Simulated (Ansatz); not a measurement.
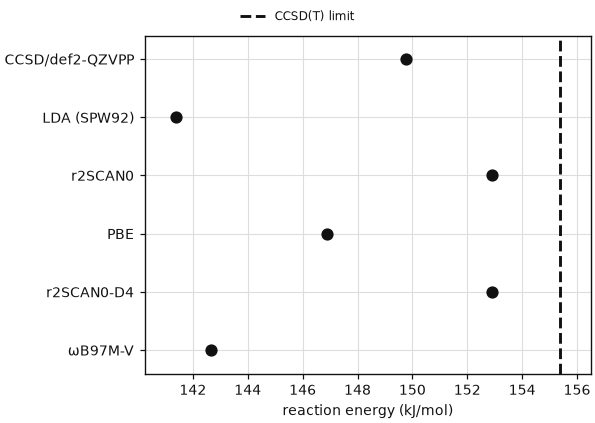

Electronic reaction energy of LiHS ([Li][SH]) + H₂ ([H][H]) → LiH ([LiH]) + H₂S (S) (SMILES in brackets) at several levels (functionals in def2-TZVPP unless a basis is named), isolated molecules at PBE0-D4 triple-zeta geometries, minima by their frequencies, no zero-point or thermal terms, the Ansatz code. The line is frozen-core CCSD(T) at the basis limit (MP2 extrapolated from triple and quadruple zeta, plus CCSD(T) less MP2 in a smaller set). No dispersion term is added to r2SCAN0 and PBE. The distance of CCSD/def2-QZVPP to the limit includes basis error. The limit lies 9.2 kJ/mol from CCSD(T)/def2-TZVPP, so the line itself is uncertain by a part of that.

> Which level comes closest to the line (CCSD(T) limit), and which misses most?

Closest r2SCAN0-D4 (152.9 kJ/mol) and r2SCAN0 (152.9 kJ/mol), against 155.4 kJ/mol; farthest LDA (SPW92) (141.4 kJ/mol).

> What do zero-point energy and temperature add?

Zero-point change −0.2 kJ/mol; at 298.15 K and 1 bar the CCSD(T) limit plus thermal terms gives an enthalpy of reaction of 154.0 and a free energy of 151.9 kJ/mol (harmonic PBE0-D4 modes, ideal gas).

Known limits of this run: outer-core shells are correlated without core-valence functions, which makes the correlated values less sure.
